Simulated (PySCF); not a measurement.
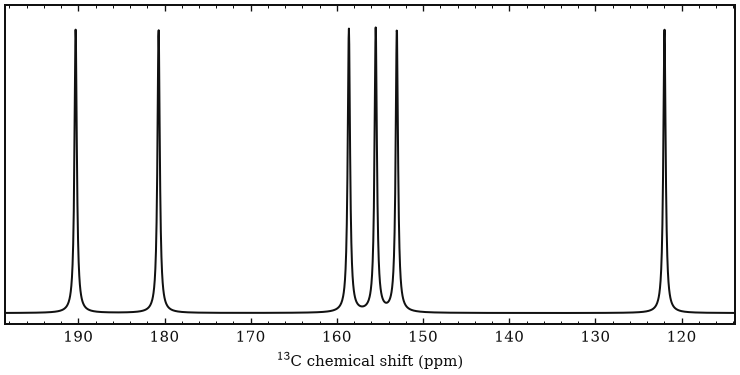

GIAO shifts, PBE0/pcSseg-1 (IEF-PCM acetone), PySCF 2.14.0, at a PBE0-D3(BJ)/def2-SVP geometry (no frequency check), against TMS for ¹³C computed at the same level. fully decoupled, line heights follow the number of nuclei, widths are arbitrary (no quadrupolar broadening); values of one conformer, averaged over methyl-type rotors and exact or near symmetry; other conformers aren't averaged in.

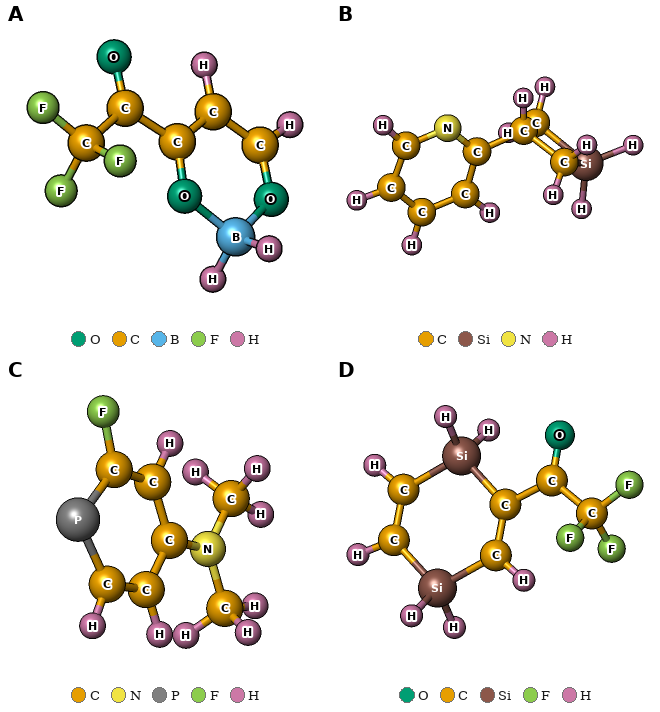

Question: Which structure fits the spectrum? Choose among the lettered structures.

Answer: Structure D, C₆H₇F₃OSi₂, SMILES O=C(C1=C[SiH2]C=C[SiH2]1)C(F)(F)F. Its ¹³C signals: 190.3 (1 C), 180.7 (1 C), 158.6 (1 C), 155.5 (1 C), 153.0 (1 C), 122.0 (1 C) ppm.
